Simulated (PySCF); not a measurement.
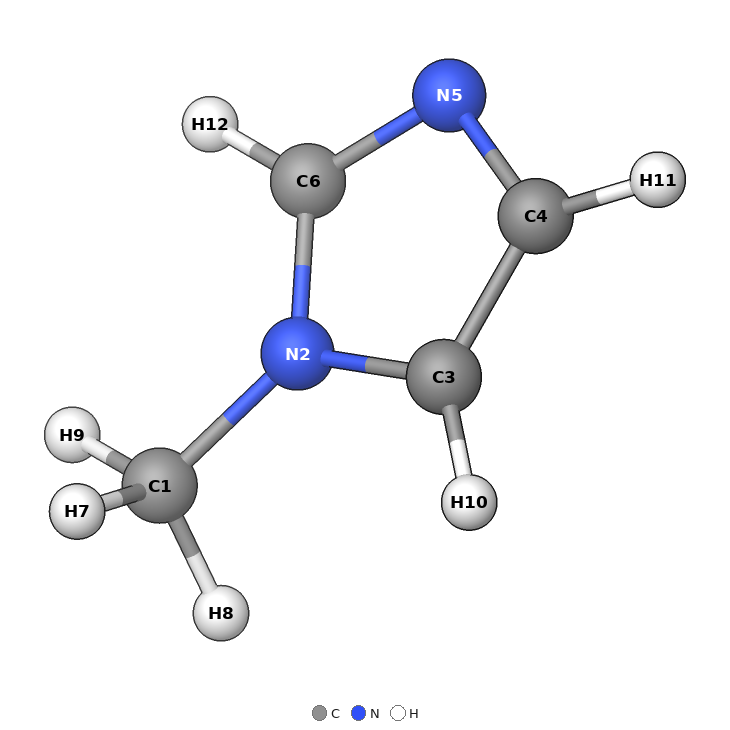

The geometry was computed by an optimisation with GFN2-xTB. No frequency run is at hand to confirm it as a minimum. Level of theory: B3LYP/pcJ-1 indirect spin-spin coupling, non-relativistic, gas phase (PySCF 2.14.0). Isotopes: 13C, 1H, 15N.

Give the spin–spin coupling constants of these pairs, with the number of bonds between them: C1/N2, N2/C6, N5/C6, N2/H8, N2/H10, N2/C4, C3/N5, N5/H12, N5/H11, N2/H11, N5/H10.

```tsv
pair	bonds apart	J (Hz)
C1, N2	1	−13.4
N2, C6	1	−12.7
N5, C6	1	−1.2
N2, H8	2	0.9
N2, H10	2	−5.0
N2, C4	2	−6.9
C3, N5	2	1.8
N5, H12	2	−12.5
N5, H11	2	−10.9
N2, H11	3	−3.2
N5, H10	3	−0.8
```
